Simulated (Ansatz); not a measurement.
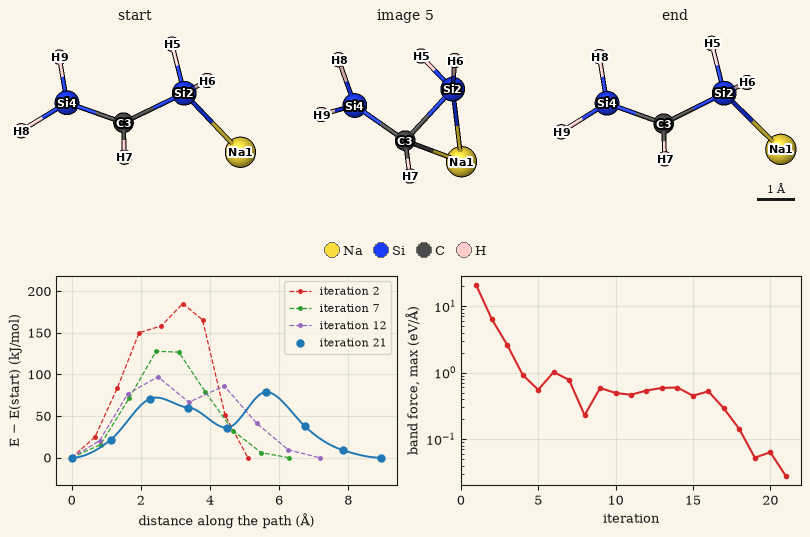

A nudged-elastic-band calculation for CH5NaSi2. Images are numbered from 0 (start) to 8 (end). The plot follows the band through its iterations. The picture is a ball-and-stick view, seen at a tilt.

These are results of RKS BHLYP-D4/def2-SVP in Ansatz, not measurements. Run with 7 movable images; climbing image; force threshold 0.05 eV/Å; iteration limit 60; spring constant 0.5 eV/Å²; starting path through a guess of the saddle point.

### Did the band converge, and can the barrier be trusted?

The run is converged, with reservations. The band converged in 21 iterations. The largest component of the band force went from 21 to 0.028 eV/Å. The climbing image converged on the top of the path. Its curvatures weren't checked. The first iteration put the highest image at 550.9 kJ/mol. The two ends have the same energy, and the highest point, image 5, lies 78.9 kJ/mol above the start. The profile has 2 maxima (images 2, 5) with a dip at image 4 (+36.0 kJ/mol), so the process runs in steps.

The run took 5.6 min on 2 threads of Intel(R) Xeon(R) 6975P-C (Granite Rapids), on a shared host, peak memory 0.2 GiB.
